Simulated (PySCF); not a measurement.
## HF: a changed input and its effect

System: HF.
Method of the first run: RKS PBE-D4/def2-TZVPP, density fitting (PySCF 2.14.0).

The geometry comes from this level: PBE0-D4/def2-TZVP. Text and figures count atoms from 1; the logs count them from 0 in places.

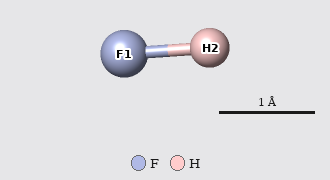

Figure 1. The structure (ball-and-stick view, seen at a tilt; atoms are numbered from 1 in the order of the input). Bond lengths as drawn: F–H 0.92 Å.

**Input file, the first run**
```python
import json, numpy as np
from pyscf import gto, scf, dft, mp, cc
EV, BOHR = 27.211386245988, 0.529177210903
mol = gto.M(atom="""
F 1.599603 -1.218666 1.828400
H 1.265432 -0.573116 1.264422
""", basis="def2-tzvpp", charge=0, spin=0, max_memory=8670, verbose=0)
def mean_field(mol, dm=None):
    mf = dft.RKS(mol, xc="pbe").density_fit()
    mf.conv_tol = 1e-9; mf.grids.level = 4
    mf.kernel(dm0=dm)
    if not mf.converged: mf = mf.newton().run(mf.mo_coeff, mf.mo_occ)
    assert mf.converged
    return mf
def d4(mol):
    from pyscf.dispersion.dftd4 import DFTD4Dispersion
    real = gto.M(atom=[(mol.atom_pure_symbol(i), mol.atom_coord(i)) for i in range(2)], unit='B', charge=mol.charge, spin=None, basis='def2-svp', verbose=0)
    r = DFTD4Dispersion(real, xc="pbe", atm=True).get_dispersion(grad=True); return r["energy"], r["gradient"]
def energy_and_gradient(mol, dm=None):
    mf = mean_field(mol, dm); e, g = d4(mol)
    return mf, (mf.e_tot + e) * EV, (mf.nuc_grad_method().kernel()[:2] + g) * EV / BOHR
out = {}
mf = mean_field(mol); e = d4(mol)[0]
out.update(energy=(mf.e_tot + e) * EV, converged=True, dispersion=e * EV)
out['s2'] = mf.spin_square()[0]; out['nelec'] = mol.nelec
print(f"Total energy {out['energy']:.6f} eV, <S^2> {out['s2']:.4f}")
json.dump(out, open("out.json", "w"), default=float)
```

Launched with:
```bash
OMP_NUM_THREADS=4 python run.py
```

Hardware: 4 threads of Arm Neoverse V1, 23 GiB of memory available, shared host.

**Output (the first run)**
```
Total energy -2731.847361 eV, <S^2> 0.0000
```

The input of the second run differs as follows (lines with − go, lines with + come):
```diff
-    mf = dft.RKS(mol, xc="pbe").density_fit()
+    mf = dft.RKS(mol, xc="pbe0").density_fit()
-    r = DFTD4Dispersion(real, xc="pbe", atm=True).get_dispersion(grad=True); return r["energy"], r["gradient"]
+    r = DFTD4Dispersion(real, xc="pbe0", atm=True).get_dispersion(grad=True); return r["energy"], r["gradient"]
```

Predict how the results change.

The total energies belong to different models, so their difference says nothing on which is more stable or more accurate. The functional changes from PBE to PBE0.

**Output (the second run)**
```
Total energy -2731.863386 eV, <S^2> 0.0000
```

**The two runs side by side**

```tsv
quantity	the first run	the second run
outcome	converged	converged
total energy (hartree)	−100.393539	−100.394128
basis functions	45	45
wall time (shared host)	1 s	0.9 s
```
